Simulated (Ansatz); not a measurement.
**Two runs on In₈Sb₇H₂₄**

System: In₈Sb₇H₂₄ (In8Sb7 zinc blende ring disc), charge −1.
Method of run 1: RKS PBE-D4/def2-SVP (Ansatz 0.2.0).

The geometry comes from this level: PBE-D4/def2-SVP. Text and figures count atoms from 1; the logs count them from 0 in places.

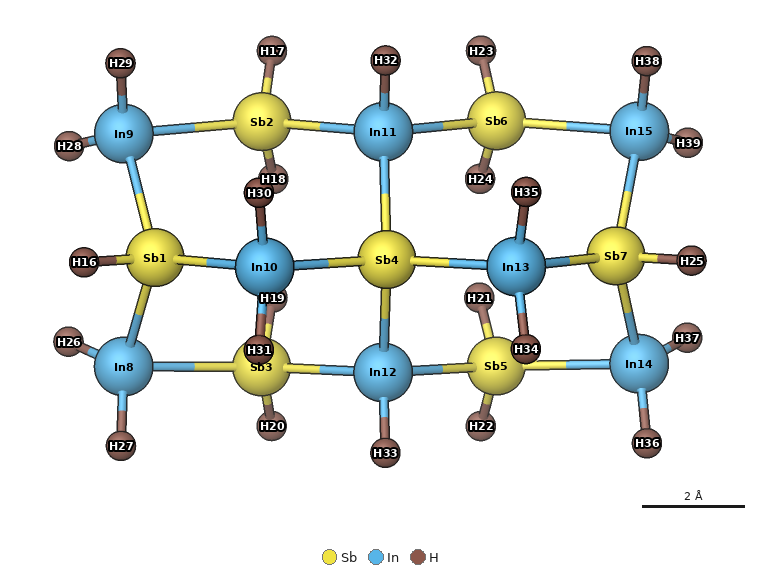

The structure as given in the input (ball-and-stick view, seen on its broad side; atoms are numbered from 1 in the order of the input). Sticks mark near contacts.

### The input, run 1
```yaml
crystal:
  periodic: [false, false, false]
  atoms:
    - {symbol: Sb, position_ang: [-3.206170, -3.203036, 1.159984]}
    - {symbol: Sb, position_ang: [-3.341229, 0.082716, -1.459397]}
    - {symbol: Sb, position_ang: [0.076141, -3.344925, -1.455575]}
    - {symbol: Sb, position_ang: [-0.000899, 0.001069, 1.747835]}
    - {symbol: Sb, position_ang: [3.342627, -0.083228, -1.461260]}
    - {symbol: Sb, position_ang: [-0.075765, 3.344344, -1.456506]}
    - {symbol: Sb, position_ang: [3.207705, 3.202856, 1.161061]}
    - {symbol: In, position_ang: [-1.958044, -5.212534, -0.447027]}
    - {symbol: In, position_ang: [-5.204775, -1.962031, -0.464615]}
    - {symbol: In, position_ang: [-1.751069, -1.747114, 3.243813]}
    - {symbol: In, position_ang: [-1.678821, 1.682268, 0.255022]}
    - {symbol: In, position_ang: [1.677395, -1.679284, 0.254548]}
    - {symbol: In, position_ang: [1.752132, 1.746308, 3.243813]}
    - {symbol: In, position_ang: [5.205361, 1.962983, -0.466494]}
    - {symbol: In, position_ang: [1.960762, 5.210048, -0.450001]}
    - {symbol: H, position_ang: [-4.228575, -4.217660, 2.117573]}
    - {symbol: H, position_ang: [-4.073967, 1.168941, -2.583627]}
    - {symbol: H, position_ang: [-2.264681, -0.600542, -2.615578]}
    - {symbol: H, position_ang: [-0.619777, -2.268498, -2.604203]}
    - {symbol: H, position_ang: [1.158643, -4.068456, -2.589578]}
    - {symbol: H, position_ang: [2.270157, 0.596306, -2.623604]}
    - {symbol: H, position_ang: [4.079707, -1.174374, -2.578020]}
    - {symbol: H, position_ang: [-1.156435, 4.067207, -2.592818]}
    - {symbol: H, position_ang: [0.620451, 2.264729, -2.602156]}
    - {symbol: H, position_ang: [4.231101, 4.217074, 2.117958]}
    - {symbol: H, position_ang: [-2.935661, -5.677916, -1.818913]}
    - {symbol: H, position_ang: [-0.984469, -6.325020, 0.487241]}
    - {symbol: H, position_ang: [-5.654166, -2.940988, -1.840711]}
    - {symbol: H, position_ang: [-6.328890, -0.993867, 0.461111]}
    - {symbol: H, position_ang: [-2.954619, -0.757248, 4.036513]}
    - {symbol: H, position_ang: [-0.762517, -2.951816, 4.036645]}
    - {symbol: H, position_ang: [-2.737125, 2.740440, 1.163605]}
    - {symbol: H, position_ang: [2.737162, -2.736650, 1.162417]}
    - {symbol: H, position_ang: [2.955960, 0.755494, 4.034814]}
    - {symbol: H, position_ang: [0.766361, 2.952140, 4.038301]}
    - {symbol: H, position_ang: [6.329328, 0.992583, 0.457003]}
    - {symbol: H, position_ang: [5.653453, 2.941832, -1.843154]}
    - {symbol: H, position_ang: [0.989677, 6.323928, 0.485106]}
    - {symbol: H, position_ang: [2.939132, 5.672722, -1.822227]}
basis:
  gaussian: {orbitals: def2-SVP, fitting: {mean_field: def2-universal-jkfit}, initial_orbitals: start.molden}
total_charge: -1
hamiltonian: {xc: pbe, dispersion: d4}
scf: {omitted_lower_state_checks: [starts]}
output: {orbitals: {seedname: orbitals}}
```

Launched with:
```bash
ansatz run in.yaml --threads 2 --pin off --events-out ev --progress --plain --max-ram 32768MiB --backend cuda --devices 0, --max-vram 18GiB
```

Hardware: 2 CPU threads, shared host.

### Output (run 1)
```
Functional definition: PBE
  parameter kappa = 0.804
  parameter beta = 0.06672455060314922
  exchange = pbe_x(kappa = kappa, mu = beta*pi^2/3)
  correlation = pbe_c(beta = beta)
these checks for a lower state are left out or cut short: starts
3702 factors; integrals over basis functions are off by at most 3.5e-1 eV
mean field evaluation 1: about -87548.1112 eV, gradient 1.1e1 eV
mean field evaluation 2: about -87548.6468 eV, gradient 4.5e-1 eV
mean field evaluation 4: about -87548.6599 eV, gradient 2.1e-3 eV
mean field -87548.65985769 eV, -3217.3539071570 hartree, gradient 2.4e-5 eV, S^2 0.000000; 0 other end points of the search recorded, 0 dependent functions left out
reference -87548.65999838 eV, -3217.3539123273 hartree; 177, 177 occupied and 333, 333 virtual orbitals, 3702 factors
Total energy: -87551.16573430 eV, -3217.4459964240 hartree
Checks for a lower state left out: starts
```

The input of run 2 differs as follows (lines with − go, lines with + come):
```diff
+magnetization: {spin_polarized: true, initial_magnetization: 2}
```

Predict how the results change.

With the same method and basis, run 2 lies 71.3 kcal/mol higher. The HOMO goes from −3.18 to −0.20 eV. The LUMO goes from −0.07 to −3.24 eV.

### Output (run 2)
```
Functional definition: PBE
  parameter kappa = 0.804
  parameter beta = 0.06672455060314922
  exchange = pbe_x(kappa = kappa, mu = beta*pi^2/3)
  correlation = pbe_c(beta = beta)
these checks for a lower state are left out or cut short: starts
3702 factors; integrals over basis functions are off by at most 3.5e-1 eV
mean field evaluation 1: about -87544.9681 eV, gradient 8.1e0 eV
mean field evaluation 2: about -87545.5294 eV, gradient 5.3e-1 eV
mean field evaluation 4: about -87545.5666 eV, gradient 1.7e-1 eV
mean field evaluation 8: about -87545.5678 eV, gradient 9.8e-4 eV
mean field evaluation 16: about -87545.5678 eV, gradient 8.8e-4 eV
mean field -87545.56778773 eV, -3217.2402756819 hartree, gradient 2.3e-6 eV, S^2 2.001933; 0 other end points of the search recorded, 0 dependent functions left out
reference -87545.56792944 eV, -3217.2402808898 hartree; 178, 176 occupied and 332, 334 virtual orbitals, 3702 factors
Total energy: -87548.07366537 eV, -3217.3323649865 hartree
Checks for a lower state left out: starts
```

### The two runs side by side

| quantity | run 1 | run 2 |
| --- | --- | --- |
| outcome | converged | converged |
| total energy (hartree) | −3217.445996 | −3217.332365 |
| HOMO (eV) | −3.18 | −0.20 |
| LUMO (eV) | −0.07 | −3.24 |
| basis functions | 510 | 510 |
| ⟨S²⟩ | – | 2.002 |
| wall time (shared host) | 9 s | 16 s |
